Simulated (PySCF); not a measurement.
# CH6AlN: NMR shifts, electronic excitations and K edges in gas and solvents

Aim: compute the NMR shifts, electronic excitations and K edges of CH6AlN (`C[NH][AlH2]`), and see what a dielectric continuum does where one was used.

Computed with PySCF 2.14.0, with density-fitted response routines of our own, on a single molecule, in the gas phase or a continuum. Atoms count from 0, in the outputs and in this text.

## Step 1: Starting geometry

9 atoms, charge 0, multiplicity 1; geometry from: GFN2-xTB. The atoms were then displaced at random by about 0.01 Å, so the start is not that level's minimum.

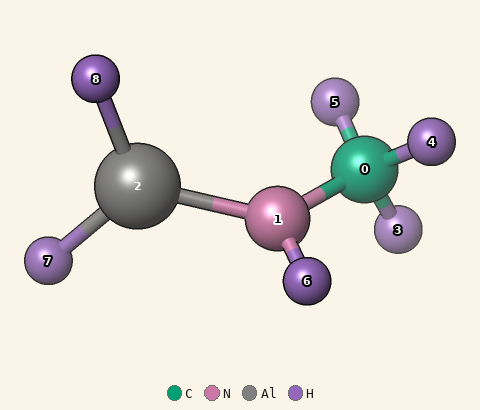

As it starts; carbon teal, nitrogen pink, aluminium grey, hydrogen purple, atoms numbered.

## Step 2: Geometry optimisation at PBE0-D3(BJ)/def2-SVP

The job: settings as JSON, then the geometry in Å.

```
{"job": {"xc": "PBE0", "basis": "def2-SVP", "d3": "d3bj", "grid": 1, "shake": 0.01, "kind": "geom"}, "charge": 0, "multiplicity": 1}
C     -1.216750    -0.476510     0.030020
N     -0.119830     0.430460    -0.293300
Al     1.597840     0.335970     0.117170
H     -1.639970    -0.879200    -0.884210
H     -2.026600     0.073080     0.559130
H     -0.879340    -1.259330     0.651800
H     -0.459530     1.203610    -0.853880
H      2.686500    -0.009280    -0.948190
H      2.115500     0.564050     1.587730
```

On the command line:

```bash
$ OMP_NUM_THREADS=1 python probes_run.py task.json out
```

The driver reads the jobs from task.json and runs them one after another.

Output:

```text
step   0  E = -338.50687316  max force = 0.047407
step   1  E = -338.51337796  max force = 0.005256
step   2  E = -338.51755891  max force = 0.004378
step   3  E = -338.52187188  max force = 0.003635
step   4  E = -338.52829479  max force = 0.002733
step   5  E = -338.52846435  max force = 0.001299
step   6  E = -338.52849930  max force = 0.000337
step   7  E = -338.52850583  max force = 0.000191
optimisation converged
```

Wall time 18 s (1 thread of Intel Xeon Platinum 8259CL at 2.50GHz, shared host); peak memory 0.33 GiB.

Step by step:

```csv
step,energy from step 0 (eV),largest force component (eV/Å)
0,0.0000,2.4378
1,-0.1770,0.2703
2,-0.2908,0.2251
3,-0.4081,0.1869
4,-0.5829,0.1405
5,-0.5875,0.0668
6,-0.5885,0.0173
7,-0.5887,0.0098
```

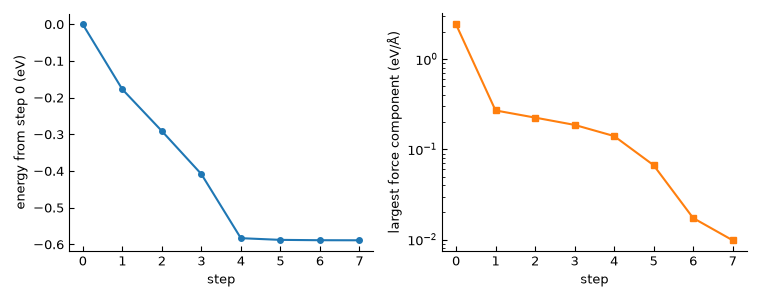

Energy and force, step by step.

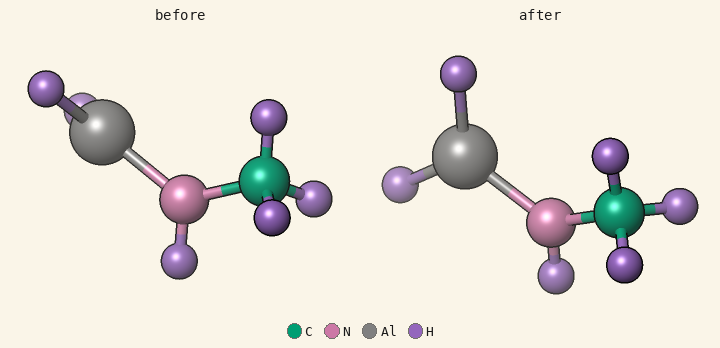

The geometry before (left) and after (right).

Close pairs (by a distance rule), those that changed most:

```csv
bond,before (Å),after (Å),change (Å)
C0–H5,1.055,1.101,+0.046
Al2–H7,1.562,1.588,+0.026
C0–H3,1.085,1.106,+0.021
C0–N1,1.460,1.444,-0.016
Al2–H8,1.576,1.588,+0.013
N1–Al2,1.769,1.777,+0.009
C0–H4,1.113,1.106,-0.007
N1–H6,1.014,1.016,+0.003
```

The next job starts from the end point, and lists it.

| at the end point | value |
| --- | --- |
| rotational constants (GHz, main isotopes) | 36.311, 5.058, 4.568 |
| dipole moment (D) | 1.38 |

## Step 3: NMR shieldings: PBE0/pcSseg-1 in benzene

The job: settings as JSON, then the geometry in Å.

```
{"job": {"kind": "nmr", "xc": "PBE0", "basis": "pcSseg-1", "solvent": "benzene", "pop": true}, "charge": 0, "multiplicity": 1}
C     -1.221780    -0.340602     0.122139
N     -0.061076     0.286047    -0.465209
Al     1.626805     0.273002     0.091214
H     -1.665507    -1.118174    -0.527591
H     -2.023746     0.383379     0.357049
H     -0.948886    -0.832948     1.068873
H     -0.291940     0.788846    -1.317718
H      2.686972     1.056193    -0.793826
H      1.956724    -0.513383     1.431078
```

With the program's defaults for keys left out, this is: GIAO PBE0/pcSseg-1 NMR shielding, non-relativistic, IEF-PCM benzene.

Output:

```text
coarse grid: 7496 points
cycle   1  E = -338.6003436274  dE = -4.895e-02  |g| = 4.089e-01  |ddm| = 2.494e+00
cycle   2  E = -338.5334829542  dE =  6.686e-02  |g| = 6.731e-01  |ddm| = 7.368e-01
cycle   3  E = -338.6398915955  dE = -1.064e-01  |g| = 5.086e-02  |ddm| = 4.862e-01
cycle   4  E = -338.6404368299  dE = -5.452e-04  |g| = 1.649e-02  |ddm| = 4.359e-02
cycle   5  E = -338.6404947614  dE = -5.793e-05  |g| = 5.119e-03  |ddm| = 1.384e-02
cycle   6  E = -338.6405008797  dE = -6.118e-06  |g| = 3.469e-04  |ddm| = 3.594e-03
final grid: 66328 points
cycle   7  E = -338.6547742867  dE = -7.376e-06  |g| = 5.975e-03  |ddm| = 1.129e-02
cycle   8  E = -338.6547648876  dE =  9.399e-06  |g| = 8.773e-03  |ddm| = 9.863e-03
cycle   9  E = -338.6547828253  dE = -1.794e-05  |g| = 9.074e-04  |ddm| = 5.981e-03
cycle  10  E = -338.6547829962  dE = -1.710e-07  |g| = 1.168e-04  |ddm| = 5.523e-04
cycle  11  E = -338.6547829990  dE = -2.741e-09  |g| = 2.193e-05  |ddm| = 8.718e-05
cycle  12  E = -338.6547829991  dE = -8.879e-11  |g| = 4.415e-06  |ddm| = 2.440e-05
converged SCF energy = -338.6547829991

GIAO shielding tensors (ppm)
atom      isotropic    diamagn.    paramagn.     s11        s22        s33       span
  0 C      150.014     241.781     -91.766    124.391    142.153    183.499     59.109
  1 N      187.366     319.914    -132.548    107.651    225.528    228.920    121.269
  2 Al     364.178     795.580    -431.402    354.262    367.946    370.326     16.064
  3 H       28.327      27.808       0.519     23.416     26.356     35.208     11.792
  4 H       28.351      27.808       0.543     23.529     26.366     35.157     11.628
  5 H       28.229      28.914      -0.685     24.616     27.138     32.933      8.317
  6 H       29.113      31.647      -2.534     22.528     28.537     36.274     13.746
  7 H       27.144      28.879      -1.734     24.408     24.961     32.064      7.656
  8 H       26.972      29.151      -2.179     24.662     25.130     31.122      6.460
```

It took 7.3 s on 1 thread of Intel Xeon Platinum 8259CL at 2.50GHz, shared host; peak memory 0.44 GiB.

Shifts follow as δ = σ(reference) − σ, with reference shieldings (ppm) from runs at the same level and on the same kind of geometry: 1H TMS 31.25, 13C TMS 184.9, 15N NH3 267.0, 27Al AlH4- 483.4. The references are single molecules in the same continuum, so shifts against H2O, NH3, PH3, H3PO4 or CFCl3 are not on the usual liquid scales and can be off by tens of ppm. Shifts against hydride references such as AlH4− lie on their own scale. Atoms listed in one row are averaged.

```
     atoms                              environment  σ (ppm)  δ (ppm)
        C0                methyl carbon bonded to N    150.0     34.9
    H7, H8     hydrogen on an aluminium bonded to N    27.06     4.20
H3, H4, H5  hydrogen on a methyl carbon bonded to N    28.30     2.95
        H6   hydrogen on a nitrogen bonded to C, Al    29.11     2.14
        N1              nitrogen bonded to C, Al, H    187.4     79.7
       Al2               aluminium bonded to N, 2 H    364.2    119.3
```

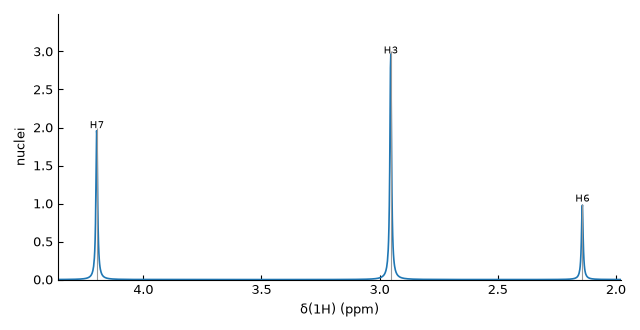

1H lines at the computed shifts, without couplings. Lines are broadened to a width of 0.01 ppm (Lorentzian).

The run also stored atomic charges by several schemes (e):

```
atoms  Mulliken    IAO  Hirshfeld  ESP fit
   C0     -0.09  -0.28      -0.07     0.15
   N1     -0.76  -0.67      -0.30    -0.74
  Al2      0.84   0.73       0.49     0.82
```

Mulliken charges:

```csv
atom,value (e)
C0,-0.09
N1,-0.76
Al2,0.84
H3,0.11
H4,0.11
H5,0.11
H6,0.21
H7,-0.26
H8,-0.27
```

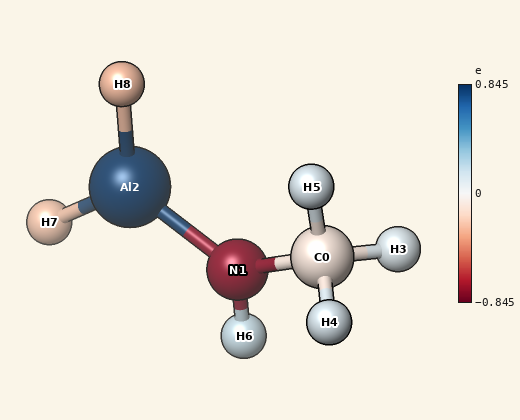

Mulliken charges, as colours on the atoms.

Mayer bond orders: C0–N1 0.96, N1–Al2 1.06.

## Step 4: Shielding tensors: PBE0/pcSseg-1 in dichloromethane

Same as in step 3 but for these lines:

```diff
@@ -1,2 +1,2 @@
-{"job": {"kind": "nmr", "xc": "PBE0", "basis": "pcSseg-1", "solvent": "benzene", "pop": true}, "charge": 0, "multiplicity": 1}
+{"job": {"kind": "nmr", "xc": "PBE0", "basis": "pcSseg-1", "solvent": "dichloromethane", "pop": false}, "charge": 0, "multiplicity": 1}
 C     -1.221780    -0.340602     0.122139
```

Method: GIAO PBE0/pcSseg-1 NMR shielding, non-relativistic, IEF-PCM dichloromethane.

Output:

```text
coarse grid: 7496 points
cycle   1  E = -338.6030256405  dE = -5.136e-02  |g| = 4.065e-01  |ddm| = 2.494e+00
cycle   2  E = -338.5419582862  dE =  6.107e-02  |g| = 6.560e-01  |ddm| = 7.245e-01
cycle   3  E = -338.6421395055  dE = -1.002e-01  |g| = 4.787e-02  |ddm| = 4.660e-01
cycle   4  E = -338.6425944088  dE = -4.549e-04  |g| = 1.678e-02  |ddm| = 3.964e-02
cycle   5  E = -338.6426560123  dE = -6.160e-05  |g| = 4.728e-03  |ddm| = 1.389e-02
cycle   6  E = -338.6426612013  dE = -5.189e-06  |g| = 3.052e-04  |ddm| = 3.567e-03
final grid: 66328 points
cycle   7  E = -338.6569325810  dE = -7.400e-06  |g| = 5.995e-03  |ddm| = 1.135e-02
cycle   8  E = -338.6569236007  dE =  8.980e-06  |g| = 8.724e-03  |ddm| = 9.764e-03
cycle   9  E = -338.6569411968  dE = -1.760e-05  |g| = 8.779e-04  |ddm| = 5.841e-03
cycle  10  E = -338.6569413570  dE = -1.602e-07  |g| = 1.205e-04  |ddm| = 5.356e-04
cycle  11  E = -338.6569413600  dE = -2.968e-09  |g| = 2.330e-05  |ddm| = 8.828e-05
cycle  12  E = -338.6569413601  dE = -1.154e-10  |g| = 4.531e-06  |ddm| = 2.813e-05
converged SCF energy = -338.6569413601

GIAO shielding tensors (ppm)
atom      isotropic    diamagn.    paramagn.     s11        s22        s33       span
  0 C      150.303     241.841     -91.538    124.668    142.468    183.773     59.104
  1 N      190.101     320.015    -129.914    112.221    228.371    229.712    117.491
  2 Al     368.591     795.337    -426.746    364.261    369.823    371.688      7.427
  3 H       28.320      27.782       0.538     23.390     26.339     35.229     11.839
  4 H       28.339      27.778       0.561     23.500     26.345     35.172     11.672
  5 H       28.230      28.893      -0.663     24.593     27.137     32.959      8.366
  6 H       29.006      31.482      -2.476     22.335     28.320     36.363     14.028
  7 H       27.297      29.056      -1.759     24.565     25.124     32.201      7.637
  8 H       27.125      29.327      -2.202     24.827     25.289     31.260      6.433
```

Wall time 4.9 s (1 thread of Intel Xeon Platinum 8259CL at 2.50GHz, shared host); peak memory 0.44 GiB.

In short: δ C0 35.0, N1 78.1, Al2 111.9, H7 4.03, H3 2.95 ppm (means over like atoms).

## Step 5: TDDFT and polarisability: CAM-B3LYP/def2-SVPD

Same as in step 4 but for these lines:

```diff
@@ -1,2 +1,2 @@
-{"job": {"kind": "nmr", "xc": "PBE0", "basis": "pcSseg-1", "solvent": "dichloromethane", "pop": false}, "charge": 0, "multiplicity": 1}
+{"job": {"kind": "uv", "xc": "CAM-B3LYP", "basis": "def2-SVPD", "dynamic": true, "nstates": 6, "ntriplets": 0}, "charge": 0, "multiplicity": 1}
 C     -1.221780    -0.340602     0.122139
```

Level: TDDFT CAM-B3LYP/def2-SVPD, vertical, gas phase, core orbitals frozen in the response.

Output:

```text
coarse grid: 7496 points
cycle   1  E = -338.6349814781  dE = -5.565e-02  |g| = 3.872e-01  |ddm| = 3.676e+00
cycle   2  E = -338.6191212581  dE =  1.586e-02  |g| = 4.921e-01  |ddm| = 9.126e-01
cycle   3  E = -338.6726822378  dE = -5.356e-02  |g| = 3.043e-02  |ddm| = 4.262e-01
cycle   4  E = -338.6729826313  dE = -3.004e-04  |g| = 6.826e-03  |ddm| = 6.873e-02
cycle   5  E = -338.6729970864  dE = -1.446e-05  |g| = 2.102e-03  |ddm| = 1.510e-02
cycle   6  E = -338.6729983935  dE = -1.307e-06  |g| = 6.935e-04  |ddm| = 3.378e-03
final grid: 66328 points
cycle   7  E = -338.7206375969  dE = -1.037e-05  |g| = 2.686e-03  |ddm| = 2.300e-02
cycle   8  E = -338.7206373479  dE =  2.490e-07  |g| = 2.930e-03  |ddm| = 6.676e-03
cycle   9  E = -338.7206393753  dE = -2.027e-06  |g| = 3.457e-04  |ddm| = 2.835e-03
cycle  10  E = -338.7206393990  dE = -2.370e-08  |g| = 9.366e-05  |ddm| = 3.928e-04
cycle  11  E = -338.7206394011  dE = -2.115e-09  |g| = 7.988e-06  |ddm| = 1.396e-04
cycle  12  E = -338.7206394011  dE = -2.512e-11  |g| = 1.414e-06  |ddm| = 2.055e-05
converged SCF energy = -338.7206394011

Static polarisability (au): isotropic 51.791, principal 43.689 49.712 61.972

Singlet excitations
state   eV       nm        f      main configurations
  1   5.7035    217.4   0.12905   H->L 0.98
  2   6.0105    206.3   0.01998   H->L+1 0.80, H->L+2 0.13
  3   6.2456    198.5   0.00003   H-1->L 0.99
  4   7.1430    173.6   0.01094   H->L+3 0.73, H-2->L 0.13
  5   7.2702    170.5   0.00858   H->L+4 0.80
  6   7.4851    165.6   0.08957   H-2->L 0.71, H->L+2 0.12
```

Wall time 7.8 s (1 thread of Intel Xeon Platinum 8259CL at 2.50GHz, shared host); peak memory 0.52 GiB.

Frontier orbitals and where they lie:

```csv
orbital,eV,atoms
HOMO−3,-12.06,"C0 25 %, Al2 18 %, H5 15 %"
HOMO−2,-10.71,"N1 28 %, Al2 24 %, C0 12 %"
HOMO−1,-9.76,"Al2 39 %, H7 29 %, H8 28 %"
HOMO,-8.28,"N1 60 %, C0 14 %, Al2 10 %"
LUMO,0.26,"Al2 64 %, H8 12 %, H7 11 %"
LUMO+1,0.90,"Al2 65 %, C0 10 %, H6 7 %"
LUMO+2,1.67,"Al2 54 %, C0 11 %, H7 11 %"
```

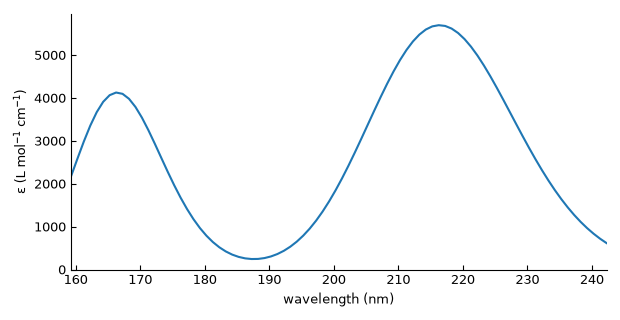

Absorption spectrum: each of the 6 states is a Gaussian band of 0.4 eV half-width at 1/e. Beyond the last state computed it falls off for lack of states.

Ground-state properties from the same run:

```csv
property,computed
dipole moment (D),1.10
polarisability (Å³),7.67
HOMO–LUMO gap (eV),8.54
−ε(HOMO) (eV),8.28
C6 with itself (au),916
```

(Part 1 of 2 ends here.)
